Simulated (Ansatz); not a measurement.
A series of calculations on WH₃OClF₃

Part 1: Relaxation

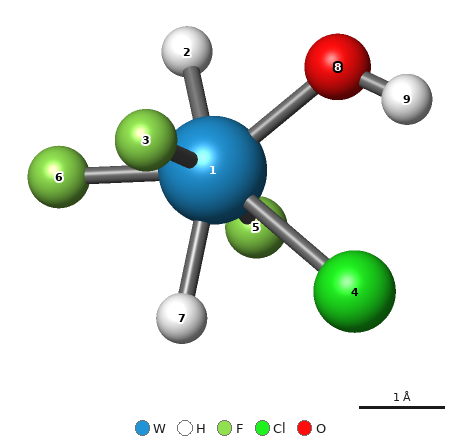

WH₃OClF₃ (multiplicity 2), before the relaxation. Style: ball-and-stick. Shown at a tilt.

The run prepares an end point of a later path (reaction) calculation, from a guessed geometry.

All numbers below come from UKS PBE/def2-SVP in Ansatz.

Input file:
```yaml
crystal:
  periodic: [false, false, false]
  atoms:
    - { symbol: W, position_ang: [0.018601, -0.266256, 0.612767] }
    - { symbol: H, position_ang: [-0.289234, -1.767655, 1.431778] }
    - { symbol: F, position_ang: [1.876331, -0.08484, 0.525653] }
    - { symbol: Cl, position_ang: [-0.262802, 2.150092, 0.627139] }
    - { symbol: F, position_ang: [-1.824624, -0.450155, 0.283522] }
    - { symbol: F, position_ang: [0.304101, -1.6932, -0.627308] }
    - { symbol: H, position_ang: [-0.113616, 0.606029, -0.952614] }
    - { symbol: O, position_ang: [-0.052058, 0.144281, 2.500487] }
    - { symbol: H, position_ang: [-0.1711, 1.100604, 2.745676] }
magnetization:
  spin_polarized: true
  initial_magnetization: 1
basis:
  gaussian: { orbitals: def2-SVP }
hamiltonian:
  xc: pbe
relax:
  f_tol: 0.03
  max_steps: 50
```

Run as
```bash
ansatz run input.yaml --threads 4 --pin off --max-ram 5120MiB --backend cpu --events-out ev --progress --plain --runs-dir out
```

Question: Predict the outcome.

Answer: The energy falls by 0.61 kcal/mol in 6 accepted moves (7 points after the start). The largest force component goes from 0.43 to 0.015 eV/Å. The line search rejected the trial step at point 6 of the run. The atom that moves furthest after the best rigid fit is H9 (0.091 Å). Largest moves by element: H 0.091 Å, F 0.055 Å, Cl 0.048 Å, O 0.033 Å, W 0.024 Å. Near-neighbour distances that change, for instance: W1–H2 1.738 → 1.777 Å, W1–Cl4 2.433 → 2.418 Å, W1–F6 1.912 → 1.902 Å, W1–O8 1.933 → 1.924 Å. The run took 25 s on 4 threads of Intel(R) Xeon(R) Platinum 8488C (Sapphire Rapids), with other jobs on the host, peak memory 0.27 GiB.

The structure at the end:

```xyz
9

W     0.0076   -0.2542    0.5958
H    -0.3428   -1.7500    1.4888
F     1.8606   -0.0366    0.5146
Cl   -0.3070    2.1430    0.6455
F    -1.8235   -0.4292    0.2329
F     0.3316   -1.7040   -0.5924
H    -0.0960    0.5913   -0.9838
O    -0.0543    0.1166    2.4827
H    -0.0906    1.0620    2.7630
```

The end point in the same view:

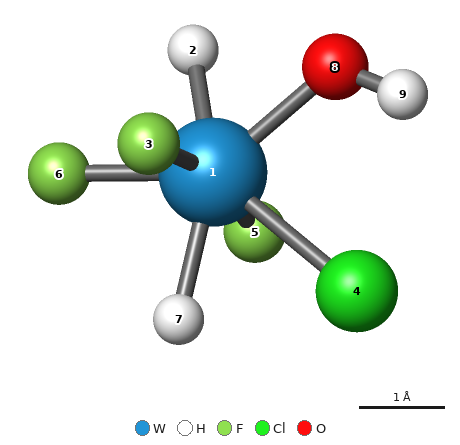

Part 2: Relaxation

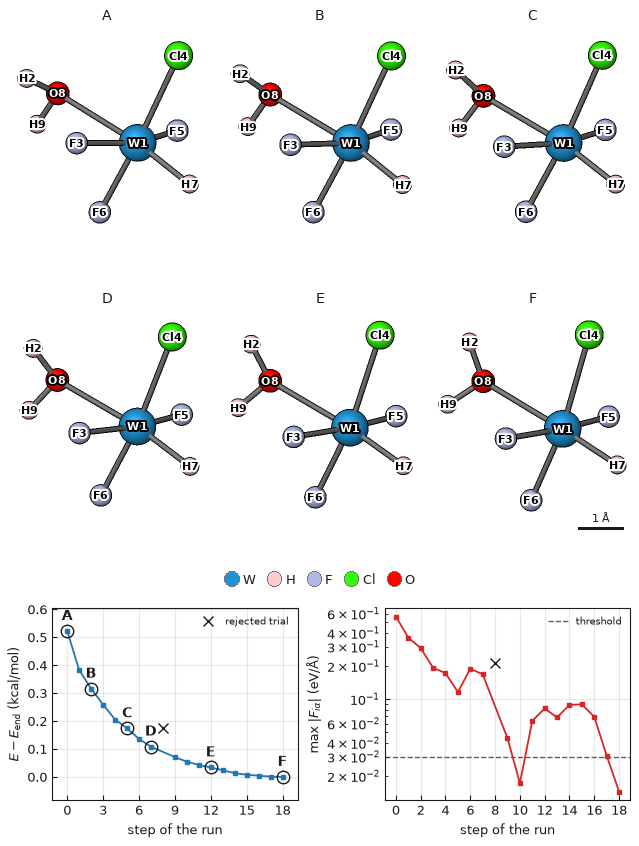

Frames of a relaxation of WH3OClF3 (multiplicity 2), marked on the history of the run. Style: ball-and-stick. Shown at a tilt.

The run prepares an end point of a later path (reaction) calculation, from a guessed geometry.

All numbers below come from Ansatz, UKS PBE/def2-SVP. Set-up: collinear spin; force threshold 0.03 eV/Å; at most 50 steps.

### Describe the path.

The largest move after the best rigid fit is that of H2, 0.64 Å. By element the largest moves are H 0.64 Å, Cl 0.36 Å, F 0.29 Å, O 0.11 Å, W 0.07 Å. Some distances before and after: W1–O8 2.422 → 2.369 Å, H2–O8 0.992 → 0.977 Å, W1–Cl4 2.330 → 2.341 Å, W1–F6 1.924 → 1.918 Å. Among the angles between lasting bonds that change: W1–O8–H9 107.2° → 119.7°, F3–W1–F5 160.4° → 170.9°, W1–O8–H2 110.6° → 118.8°. Over 17 accepted moves (18 points after the start) the energy falls by 0.52 kcal/mol. The largest force component goes from 0.57 to 0.014 eV/Å. The line search rejected the trial step at point 8 of the run. The forces were under the threshold at step 10, but the run went on from there. From step 0 to 2: H2 moves most (0.14 Å), energy −0.21 kcal/mol. From step 2 to 5: H2 moves most (0.11 Å), energy −0.14 kcal/mol. From step 5 to 7: H2 moves most (0.14 Å), energy −0.07 kcal/mol. From step 7 to 12: H2 moves most (0.15 Å), energy −0.07 kcal/mol. From step 12 to 18: H2 moves most (0.12 Å), energy −0.03 kcal/mol.

```json
{"step": "0", "E − E(0), kcal/mol": "0.00", "largest force component, eV/Å": "0.5667", "note": ""}
{"step": "1", "E − E(0), kcal/mol": "-0.14", "largest force component, eV/Å": "0.3642", "note": ""}
{"step": "2", "E − E(0), kcal/mol": "-0.21", "largest force component, eV/Å": "0.2924", "note": ""}
{"step": "3", "E − E(0), kcal/mol": "-0.26", "largest force component, eV/Å": "0.1936", "note": ""}
{"step": "4", "E − E(0), kcal/mol": "-0.32", "largest force component, eV/Å": "0.1729", "note": ""}
{"step": "5", "E − E(0), kcal/mol": "-0.35", "largest force component, eV/Å": "0.1165", "note": ""}
{"step": "6", "E − E(0), kcal/mol": "-0.39", "largest force component, eV/Å": "0.1893", "note": ""}
{"step": "7", "E − E(0), kcal/mol": "-0.41", "largest force component, eV/Å": "0.1691", "note": ""}
{"step": "8", "E − E(0), kcal/mol": "-0.35", "largest force component, eV/Å": "0.2140", "note": "rejected"}
{"step": "9", "E − E(0), kcal/mol": "-0.45", "largest force component, eV/Å": "0.0442", "note": ""}
{"step": "10", "E − E(0), kcal/mol": "-0.47", "largest force component, eV/Å": "0.0173", "note": ""}
{"step": "11", "E − E(0), kcal/mol": "-0.48", "largest force component, eV/Å": "0.0637", "note": ""}
{"step": "12", "E − E(0), kcal/mol": "-0.49", "largest force component, eV/Å": "0.0826", "note": ""}
{"step": "13", "E − E(0), kcal/mol": "-0.50", "largest force component, eV/Å": "0.0684", "note": ""}
{"step": "14", "E − E(0), kcal/mol": "-0.51", "largest force component, eV/Å": "0.0891", "note": ""}
{"step": "15", "E − E(0), kcal/mol": "-0.51", "largest force component, eV/Å": "0.0900", "note": ""}
{"step": "16", "E − E(0), kcal/mol": "-0.52", "largest force component, eV/Å": "0.0693", "note": ""}
{"step": "17", "E − E(0), kcal/mol": "-0.52", "largest force component, eV/Å": "0.0307", "note": ""}
{"step": "18", "E − E(0), kcal/mol": "-0.52", "largest force component, eV/Å": "0.0145", "note": ""}
```

Part 3: Path

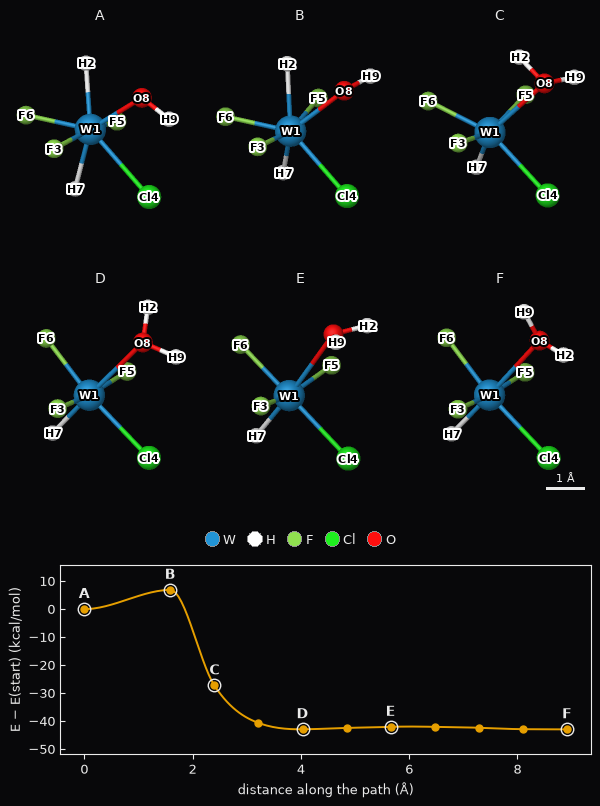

A search for the minimum-energy path of WH3OClF3 (multiplicity 2) by the nudged elastic band. Images are numbered from 0 (start) to 10 (end). Frames A to F are images 0, 1, 2, 4, 6, 10. The picture is a ball-and-stick view, seen at a tilt.

These are results of Ansatz, UKS PBE/def2-SVP, not measurements. Run with 9 movable images; climbing image; force threshold 0.03 eV/Å; iteration limit 60; starting path through a guess of the saddle point.

**What happens along the path, and what is the barrier?**

The energy climbs by 6.9 kcal/mol to image 1 and then falls by 49.8 kcal/mol, so the end point sits at −42.9 kcal/mol. The path has more than one stage, and so few images may leave a stage unresolved. Breaking: W1–H2 (1.78 → 1.85 at the top → 2.97 Å). Forming: H2–O8 (2.13 → 1.76 at the top → 0.98 Å). The band converged in 33 iterations. The largest component of the band force went from 240 to 0.023 eV/Å. The climbing image converged on the top of the path. Its vibrational analysis gives one imaginary mode (226i cm⁻¹), as a transition state must have.

Cost: 11 min on 4 threads of Intel(R) Xeon(R) Platinum 8488C (Sapphire Rapids), with other jobs on the host, peak memory 0.36 GiB.
